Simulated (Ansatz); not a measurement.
CdSe (zinc blende), conventional cell a = b = c = 6.196 Å, α = β = γ = 90.00°. The calculation uses the primitive cell of 2 atoms, to which meshes and values per cell refer.

The volume is varied about the relaxed value V₀ at fixed cell shape. Symmetry pins the atoms to their sites.

These are PBE (plane waves to 420 eV, PAW, scalar-relativistic; Ansatz, an electronic-structure program) values and carry that method's errors. k mesh 9×9×9 (Γ-centred), Fermi-Dirac smearing 0.05 eV. E stands for the smeared free energy. CdSe was relaxed with its symmetry unable to fall. The PAW data are Ansatz's earlier set. The zero of ΔE is the relaxed starting cell.

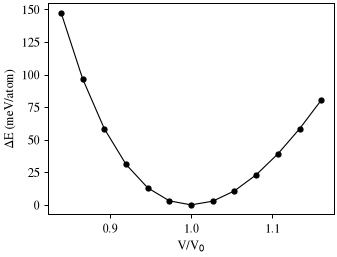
ΔE (meV/atom) against V/V₀; computed points joined by lines.

**Question.** What is ΔE at V/V₀ = 0.840?

**Answer.** About 150 meV/atom.

**Question.** What is ΔE at V/V₀ = 1.160?

**Answer.** About 80 meV/atom.

**Question.** What bulk modulus B₀ follows from a third-order Birch-Murnaghan fit?

**Answer.** About 45 GPa.

(Under strain, the slope of the energy per volume gives the stress and its curvature an elastic modulus.)
